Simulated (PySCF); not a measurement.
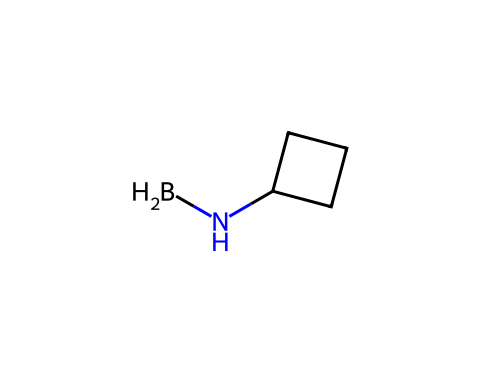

The drawing above gives the connectivity. Computed geometry: GFN2-xTB optimisation. No frequency run is at hand to confirm it as a minimum.

What does the molecule look like in three dimensions?

Formula C₄H₁₀BN. SMILES: `BNC1CCC1`. Independent rings (smallest set): 1 of 4 members. Among its groups: B–H bond. The point group is Cs. Coordination, clear cases only: 1 B trigonal planar; 1 N trigonal planar.

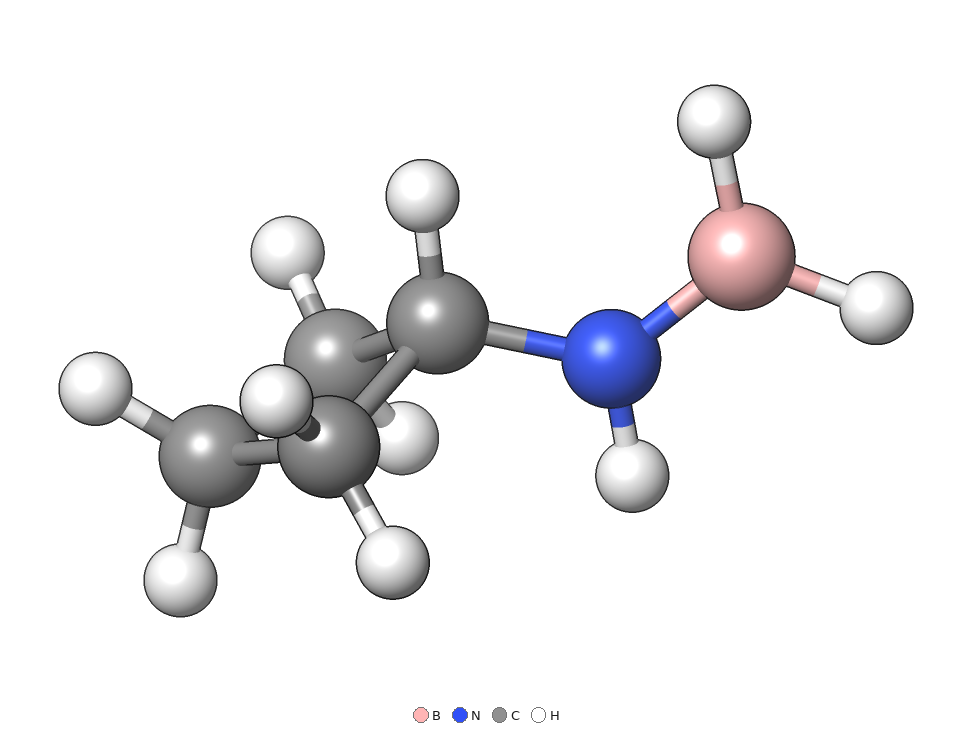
